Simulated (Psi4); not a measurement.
Two rigid molecules brought together: H6B3N3 ··· Cl- (SMILES B1NBNBN1 and [Cl-]) (charge -1). Monomers: optimised at B3LYP-D3(BJ) (def2-TZVP), held rigid. Orientation: lowest of the rigid-body minima from ten starts at GFN2-xTB. The monomers approach along the line of their centres of mass (distance R); nothing else relaxes.

Level of theory: SAPT0/jun-cc-pVDZ, frozen core (Psi4 1.11).

Components in kJ/mol:

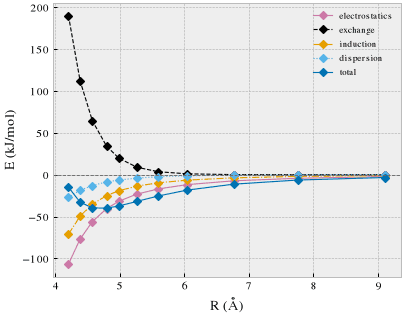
Fig. 1. Components of the interaction energy.

```csv
R / Å,electrostatics,exchange,induction,dispersion,total
4.21,-106.72,189.99,-71.04,-27.08,-14.85
4.39,-76.90,112.25,-49.49,-18.63,-32.77
4.58,-55.99,64.51,-35.19,-12.88,-39.55
4.80,-40.47,34.12,-24.90,-8.69,-39.94
4.99,-31.67,19.79,-19.15,-6.31,-37.34
5.27,-23.17,8.97,-13.63,-4.01,-31.84
5.60,-16.93,3.60,-9.63,-2.39,-25.35
6.05,-11.77,1.07,-6.40,-1.21,-18.31
6.77,-7.26,0.16,-3.70,-0.46,-11.25
7.76,-4.19,0.01,-1.99,-0.15,-6.32
9.11,-2.26,0.00,-1.00,-0.04,-3.30
```
